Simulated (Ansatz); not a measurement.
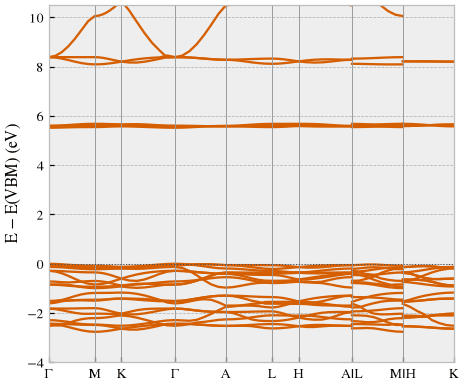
Figure: Band structure from r²SCAN+D4 in the plane-wave PAW code Ansatz

Question: Read off the gap and where the band edges lie.

Answer: About 5.5 eV (5.52 eV by a search for the band edges); maximum at Γ, minimum at Γ.

The material is TiH₈N₂F₆ in space group P-3m1 (No. 164; Pearson symbol hP17).

The workflow started from a Materials Project entry (that database holds measured and hypothetical structures alike); the Crystallography Open Database files this formula in space group No. 164, but the cells were not matched. Whether it is the stable phase at ambient conditions was not checked. Symmetry was held in the r²SCAN+D4 relaxation; its stability against distortions is not shown here. The run is not spin-polarised.

Potentials: the later of the program's two PAW sets.
